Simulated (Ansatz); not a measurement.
**C$_{2}$H$_{3}$N: geometry relaxation**

- system: C$_{2}$H$_{3}$N, SMILES [C-]#[N+]C
- method: RHF-CCSD(T), frozen core/cc-pV(T+d)Z (Ansatz 0.2.0)

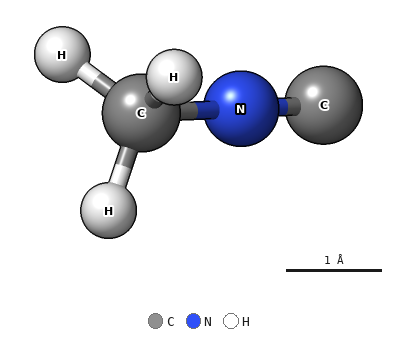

Figure 1. The starting structure (ball-and-stick view, seen at a tilt).

**Results in brief**

```json
{"quantity": "outcome", "value": "converged"}
{"quantity": "total energy", "value": "−3605.2140 eV"}
{"quantity": "mean-field energy", "value": "−3590.2947 eV"}
{"quantity": "CCSD correlation", "value": "−14.2482 eV"}
{"quantity": "(T) correction", "value": "−0.6711 eV"}
{"quantity": "T1 diagnostic", "value": "0.014"}
{"quantity": "SCF solution under orbital rotations", "value": "stable"}
{"quantity": "largest force (length of the vector) at the end", "value": "0.002 eV/Å"}
{"quantity": "hardware", "value": "4 threads of Arm Neoverse V2, 24 GiB of memory available, shared host"}
{"quantity": "wall time", "value": "1.9 min (CPU time 7.4 min)"}
{"quantity": "peak memory", "value": "1.4 GiB"}
```

**Input**
```yaml
crystal:
  periodic: [false, false, false]
  atoms:
    - { symbol: C, position_ang: [1.37454554, 0.0190985, 0.01516929] }
    - { symbol: "N", position_ang: [0.21059734, 0.00295345, 0.00232403] }
    - { symbol: C, position_ang: [-1.19855386, -0.01667692, -0.01322167] }
    - { symbol: H, position_ang: [-1.55160112, -0.75019685, -0.73825781] }
    - { symbol: H, position_ang: [-1.57702674, -0.2821411, 0.97402689] }
    - { symbol: H, position_ang: [-1.58057115, 0.9667329, -0.28771072] }
basis:
  gaussian: { orbitals: "cc-pV(T+d)Z.json" }
correlation:
  method: ccsd_t
relax:
  f_tol: 0.002
  max_steps: 40
```

Launch command:
```bash
ansatz run input.yaml --threads 4 --pin off --max-ram 10240MiB --backend cpu --events-out ev --progress --plain --runs-dir out
```

**Output**
```
The last accepted step is kept in [file] (removed where the run ends without a failure and the disk answers)
Engine: ansatz 0.2.0, aarch64-unknown-linux-gnu
Functional definition: HF
  exchange = exact_x
  correlation = 0
890 factors; integrals over basis functions are off by at most 3.3e-4 eV
mean field evaluation 1: about -3588.9086 eV, gradient 2.2e1 eV
mean field evaluation 2: about -3588.9091 eV, gradient 2.2e1 eV
mean field evaluation 4: about -3590.2779 eV, gradient 4.8e0 eV
mean field evaluation 8: about -3590.3298 eV, gradient 4.3e-2 eV
mean field evaluation 16: about -3590.3269 eV, gradient 8.0e-1 eV
mean field -3590.32984100 eV, -131.9421880436 hartree, gradient 2.5e-6 eV, S^2 0.000000; 0 other end points of the search recorded, 0 dependent functions left out
3 core orbitals not correlated: weight in the atoms' cores, before any rotation towards them, 1.000 or more for the frozen orbitals, at most 0.000 for the correlated occupied ones
reference -3590.32984100 eV, -131.9421880436 hartree; 8, 8 occupied and 121, 121 virtual orbitals, 890 factors
second order -13.68794723 eV of doubles, -0.00000000 eV of singles
cycle   1  -13.71419201 eV  change   -2.6e-2 eV  update   9.2e-2
cycle   2  -14.12034458 eV  change   -4.1e-1 eV  update   2.8e-2
cycle   3  -14.21705493 eV  change   -9.7e-2 eV  update   1.4e-2
cycle   4  -14.20985503 eV  change    7.2e-3 eV  update   3.2e-3
cycle   5  -14.21126072 eV  change   -1.4e-3 eV  update   1.3e-3
cycle   6  -14.21138033 eV  change   -1.2e-4 eV  update   3.3e-4
cycle   7  -14.21127687 eV  change    1.0e-4 eV  update   9.3e-5
cycle   8  -14.21126823 eV  change    8.6e-6 eV  update   3.7e-5
cycle   9  -14.21125913 eV  change    9.1e-6 eV  update   9.7e-6
cycle  10  -14.21125121 eV  change    7.9e-6 eV  update   3.1e-6
perturbative correction -0.65987921 eV, -0.0242501135 hartree
the calculation of the forces begins
relax step   1: F+E_penalty+E_count = -3605.20097141 eV  Δ(F+E_penalty+E_count) = +0.000e0 eV  max|allowed force component| = 1.302e0 eV/Å  Δτ_max = 0.0000 Å  (51 SCF iters, accepted)
these checks for a lower state are left out or cut short: starts, cluster_reference, orbital_swaps, neighbouring_geometries, increment
890 factors; integrals over basis functions are off by at most 3.1e-4 eV
mean field -3590.29774322 eV, -131.9410084721 hartree, gradient 1.5e-6 eV, S^2 0.000000; 0 other end points of the search recorded, 0 dependent functions left out
3 core orbitals not correlated: weight in the atoms' cores, before any rotation towards them, 1.000 or more for the frozen orbitals, at most 0.000 for the correlated occupied ones
reference -3590.29774322 eV, -131.9410084721 hartree; 8, 8 occupied and 121, 121 virtual orbitals, 890 factors
second order -13.73275055 eV of doubles, -0.00000000 eV of singles
cycle   1  -13.73581364 eV  change   -3.1e-3 eV  update   9.4e-2
cycle   2  -14.14997198 eV  change   -4.1e-1 eV  update   2.9e-2
cycle   3  -14.25112099 eV  change   -1.0e-1 eV  update   1.4e-2
cycle   4  -14.24370718 eV  change    7.4e-3 eV  update   3.4e-3
cycle   5  -14.24518345 eV  change   -1.5e-3 eV  update   1.4e-3
cycle   6  -14.24530911 eV  change   -1.3e-4 eV  update   3.5e-4
cycle   7  -14.24519449 eV  change    1.1e-4 eV  update   9.9e-5
cycle   8  -14.24518540 eV  change    9.1e-6 eV  update   4.0e-5
cycle   9  -14.24517499 eV  change    1.0e-5 eV  update   1.1e-5
cycle  10  -14.24516624 eV  change    8.8e-6 eV  update   3.4e-6
perturbative correction -0.66978831 eV, -0.0246142666 hartree
the calculation of the forces begins
relax step   2: F+E_penalty+E_count = -3605.21269777 eV  Δ(F+E_penalty+E_count) = -1.173e-2 eV  max|allowed force component| = 3.326e-1 eV/Å  Δτ_max = 0.0147 Å  (35 SCF iters, accepted)
these checks for a lower state are left out or cut short: starts, cluster_reference, orbital_swaps, neighbouring_geometries, increment
890 factors; integrals over basis functions are off by at most 3.1e-4 eV
mean field evaluation 32: about -3590.2931 eV, gradient 3.5e-2 eV
mean field -3590.29306312 eV, -131.9408364815 hartree, gradient 1.2e-6 eV, S^2 0.000000; 0 other end points of the search recorded, 0 dependent functions left out
3 core orbitals not correlated: weight in the atoms' cores, before any rotation towards them, 1.000 or more for the frozen orbitals, at most 0.000 for the correlated occupied ones
reference -3590.29306312 eV, -131.9408364815 hartree; 8, 8 occupied and 121, 121 virtual orbitals, 890 factors
second order -13.73768244 eV of doubles, -0.00000000 eV of singles
cycle   1  -13.73800846 eV  change   -3.3e-4 eV  update   9.4e-2
cycle   2  -14.15362997 eV  change   -4.2e-1 eV  update   2.9e-2
cycle   3  -14.25540770 eV  change   -1.0e-1 eV  update   1.4e-2
cycle   4  -14.24797131 eV  change    7.4e-3 eV  update   3.4e-3
cycle   5  -14.24947904 eV  change   -1.5e-3 eV  update   1.4e-3
cycle   6  -14.24960252 eV  change   -1.2e-4 eV  update   3.5e-4
cycle   7  -14.24948386 eV  change    1.2e-4 eV  update   1.0e-4
cycle   8  -14.24947451 eV  change    9.3e-6 eV  update   4.1e-5
cycle   9  -14.24946384 eV  change    1.1e-5 eV  update   1.1e-5
cycle  10  -14.24945490 eV  change    8.9e-6 eV  update   3.5e-6
perturbative correction -0.67134088 eV, -0.0246713221 hartree
the calculation of the forces begins
relax step   3: F+E_penalty+E_count = -3605.21385889 eV  Δ(F+E_penalty+E_count) = -1.161e-3 eV  max|allowed force component| = 1.135e-1 eV/Å  Δτ_max = 0.0038 Å  (35 SCF iters, accepted)
these checks for a lower state are left out or cut short: starts, cluster_reference, orbital_swaps, neighbouring_geometries, increment
890 factors; integrals over basis functions are off by at most 3.1e-4 eV
mean field -3590.29404227 eV, -131.9408724646 hartree, gradient 1.2e-6 eV, S^2 0.000000; 0 other end points of the search recorded, 0 dependent functions left out
3 core orbitals not correlated: weight in the atoms' cores, before any rotation towards them, 1.000 or more for the frozen orbitals, at most 0.000 for the correlated occupied ones
reference -3590.29404227 eV, -131.9408724646 hartree; 8, 8 occupied and 121, 121 virtual orbitals, 890 factors
second order -13.73639179 eV of doubles, -0.00000000 eV of singles
cycle   1  -13.73725647 eV  change   -8.6e-4 eV  update   9.4e-2
cycle   2  -14.15292833 eV  change   -4.2e-1 eV  update   2.9e-2
cycle   3  -14.25464610 eV  change   -1.0e-1 eV  update   1.4e-2
cycle   4  -14.24721405 eV  change    7.4e-3 eV  update   3.4e-3
cycle   5  -14.24873221 eV  change   -1.5e-3 eV  update   1.4e-3
cycle   6  -14.24885466 eV  change   -1.2e-4 eV  update   3.5e-4
cycle   7  -14.24873539 eV  change    1.2e-4 eV  update   1.0e-4
cycle   8  -14.24872587 eV  change    9.5e-6 eV  update   4.2e-5
cycle   9  -14.24871501 eV  change    1.1e-5 eV  update   1.1e-5
cycle  10  -14.24870616 eV  change    8.9e-6 eV  update   3.6e-6
perturbative correction -0.67127131 eV, -0.0246687655 hartree
the calculation of the forces begins
relax step   4: F+E_penalty+E_count = -3605.21401973 eV  Δ(F+E_penalty+E_count) = -1.608e-4 eV  max|allowed force component| = 1.764e-2 eV/Å  Δτ_max = 0.0020 Å  (36 SCF iters, accepted)
these checks for a lower state are left out or cut short: starts, cluster_reference, orbital_swaps, neighbouring_geometries, increment
890 factors; integrals over basis functions are off by at most 3.1e-4 eV
mean field -3590.29467522 eV, -131.9408957253 hartree, gradient 3.2e-6 eV, S^2 0.000000; 0 other end points of the search recorded, 0 dependent functions left out
3 core orbitals not correlated: weight in the atoms' cores, before any rotation towards them, 1.000 or more for the frozen orbitals, at most 0.000 for the correlated occupied ones
reference -3590.29467522 eV, -131.9408957253 hartree; 8, 8 occupied and 121, 121 virtual orbitals, 890 factors
second order -13.73574173 eV of doubles, -0.00000000 eV of singles
cycle   1  -13.73691430 eV  change   -1.2e-3 eV  update   9.4e-2
cycle   2  -14.15248733 eV  change   -4.2e-1 eV  update   2.9e-2
cycle   3  -14.25414572 eV  change   -1.0e-1 eV  update   1.4e-2
cycle   4  -14.24671670 eV  change    7.4e-3 eV  update   3.4e-3
cycle   5  -14.24823515 eV  change   -1.5e-3 eV  update   1.4e-3
cycle   6  -14.24835716 eV  change   -1.2e-4 eV  update   3.5e-4
cycle   7  -14.24823790 eV  change    1.2e-4 eV  update   1.0e-4
cycle   8  -14.24822847 eV  change    9.4e-6 eV  update   4.2e-5
cycle   9  -14.24821778 eV  change    1.1e-5 eV  update   1.1e-5
cycle  10  -14.24820867 eV  change    9.1e-6 eV  update   3.6e-6
perturbative correction -0.67113987 eV, -0.0246639353 hartree
the calculation of the forces begins
relax step   5: F+E_penalty+E_count = -3605.21402376 eV  Δ(F+E_penalty+E_count) = -4.030e-6 eV  max|allowed force component| = 1.782e-3 eV/Å  Δτ_max = 0.0003 Å  (22 SCF iters, accepted)
890 factors; integrals over basis functions are off by at most 3.1e-4 eV
mean field evaluation 64: about -3590.2947 eV, gradient 6.6e-6 eV
mean field -3590.29467522 eV, -131.9408957253 hartree, gradient 3.2e-6 eV, S^2 0.000000; 1 other end points of the search recorded, 0 dependent functions left out
3 core orbitals not correlated: weight in the atoms' cores, before any rotation towards them, 1.000 or more for the frozen orbitals, at most 0.000 for the correlated occupied ones
reference -3590.29467522 eV, -131.9408957253 hartree; 8, 8 occupied and 121, 121 virtual orbitals, 890 factors
second order -13.73574173 eV of doubles, -0.00000000 eV of singles
cycle   1  -13.73691431 eV  change   -1.2e-3 eV  update   9.4e-2
cycle   2  -14.15248732 eV  change   -4.2e-1 eV  update   2.9e-2
cycle   3  -14.25414571 eV  change   -1.0e-1 eV  update   1.4e-2
cycle   4  -14.24671672 eV  change    7.4e-3 eV  update   3.4e-3
cycle   5  -14.24823511 eV  change   -1.5e-3 eV  update   1.4e-3
cycle   6  -14.24835722 eV  change   -1.2e-4 eV  update   3.5e-4
cycle   7  -14.24823788 eV  change    1.2e-4 eV  update   1.0e-4
cycle   8  -14.24822845 eV  change    9.4e-6 eV  update   4.2e-5
cycle   9  -14.24821786 eV  change    1.1e-5 eV  update   1.1e-5
cycle  10  -14.24820868 eV  change    9.2e-6 eV  update   3.6e-6
```

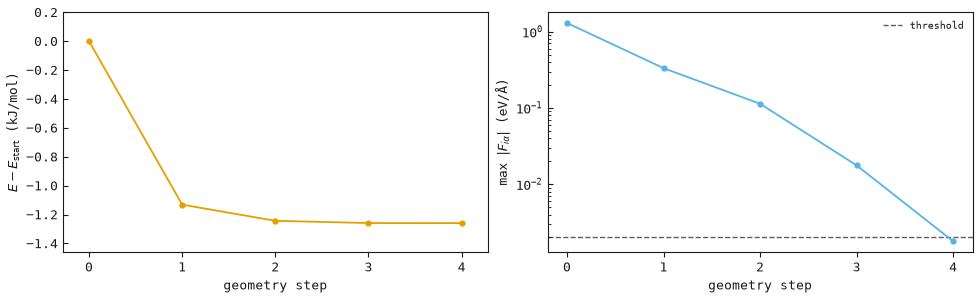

Figure 2. Progress of the relaxation, step by step (the first geometry is step 0 here and step 1 in the log).

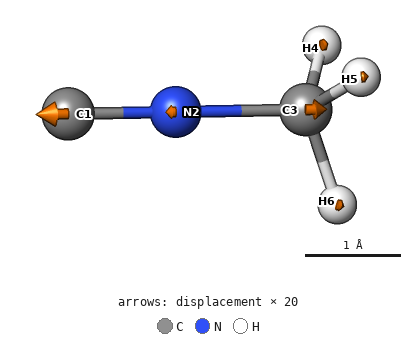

Figure 3. The starting structure with the displacements as orange arrows, magnified 20 times (ball-and-stick view, seen at a tilt). The two geometries are laid on each other by the best rigid fit. Over 4 geometry steps the energy falls by 1.26 kJ/mol. Largest force component: 1.3 eV/Å at the start, 0.0018 eV/Å at the end. C1 moves most after the best rigid fit: 0.018 Å. Largest moves by element: C 0.018 Å, N 0.006 Å, H 0.004 Å. Among the contacts that change: N2–C3 1.409 → 1.427 Å, C1–N2 1.164 → 1.176 Å. (Atoms are counted from 1 in the order of the input.)

```
perturbative correction -0.67113987 eV, -0.0246639355 hartree
the calculation of the forces begins
Total energy: -3605.21402378 eV, -132.4891716719 hartree
Atom 0 at     1.392497     0.019375     0.015365 Å, force    -0.001781     0.000012    -0.000022 eV/Å
Atom 1 at     0.216329     0.003027     0.002388 Å, force     0.001337    -0.000048     0.000019 eV/Å
Atom 2 at    -1.210457    -0.016861    -0.013351 Å, force     0.000163     0.000032    -0.000000 eV/Å
Atom 3 at    -1.555532    -0.751117    -0.739163 Å, force     0.000091     0.000106     0.000105 eV/Å
Atom 4 at    -1.580975    -0.282503     0.975164 Å, force     0.000094     0.000038    -0.000142 eV/Å
Atom 5 at    -1.584471     0.967848    -0.288074 Å, force     0.000096    -0.000141     0.000040 eV/Å
Dipole moment:    -0.808820    -0.011263    -0.008923 e Å
```

**Trajectory as extended XYZ (Å, eV, eV/Å), 5 frames, from step=1 to step=5**
```
6
Properties=species:S:1:pos:R:3:forces:R:3 step=1 energy=-3605.20097
C     1.3745    0.0191    0.0152    1.3015   0.0181   0.0144
N     0.2106    0.0030    0.0023   -0.7230  -0.0098  -0.0080
C    -1.1986   -0.0167   -0.0132   -0.6452  -0.0093  -0.0071
H    -1.5516   -0.7502   -0.7383    0.0216   0.0202   0.0199
H    -1.5770   -0.2821    0.9740    0.0223   0.0075  -0.0268
H    -1.5806    0.9667   -0.2877    0.0227  -0.0267   0.0076
6
Properties=species:S:1:pos:R:3:forces:R:3 step=2 energy=-3605.21270
C     1.3893    0.0193    0.0153    0.0795   0.0012   0.0009
N     0.2139    0.0030    0.0024    0.1749   0.0024   0.0019
C    -1.2044   -0.0168   -0.0133   -0.3326  -0.0047  -0.0037
H    -1.5557   -0.7501   -0.7382    0.0259   0.0042   0.0041
H    -1.5811   -0.2821    0.9738    0.0261   0.0018  -0.0050
H    -1.5846    0.9665   -0.2877    0.0262  -0.0049   0.0017
6
Properties=species:S:1:pos:R:3:forces:R:3 step=3 energy=-3605.21386
C     1.3928    0.0194    0.0154   -0.0496  -0.0006  -0.0006
N     0.2162    0.0030    0.0024    0.1112   0.0015   0.0012
C    -1.2082   -0.0168   -0.0133   -0.1135  -0.0015  -0.0013
H    -1.5564   -0.7506   -0.7386    0.0173   0.0011   0.0010
H    -1.5818   -0.2823    0.9744    0.0173   0.0005  -0.0009
H    -1.5853    0.9671   -0.2879    0.0173  -0.0009   0.0005
6
Properties=species:S:1:pos:R:3:forces:R:3 step=4 energy=-3605.21402
C     1.3928    0.0194    0.0154   -0.0176  -0.0002  -0.0002
N     0.2165    0.0030    0.0024    0.0169   0.0002   0.0002
C    -1.2102   -0.0169   -0.0133   -0.0104  -0.0001  -0.0001
H    -1.5558   -0.7511   -0.7391    0.0037   0.0008   0.0007
H    -1.5812   -0.2825    0.9751    0.0037   0.0003  -0.0009
H    -1.5847    0.9678   -0.2881    0.0037  -0.0009   0.0003
6
Properties=species:S:1:pos:R:3:forces:R:3 step=5 energy=-3605.21402
C     1.3925    0.0194    0.0154   -0.0018   0.0000   0.0000
N     0.2163    0.0030    0.0024    0.0013   0.0000   0.0000
C    -1.2105   -0.0169   -0.0134    0.0002   0.0000   0.0000
H    -1.5555   -0.7511   -0.7392    0.0001   0.0001   0.0001
H    -1.5810   -0.2825    0.9752    0.0001   0.0000  -0.0001
H    -1.5845    0.9678   -0.2881    0.0001  -0.0001   0.0000
```
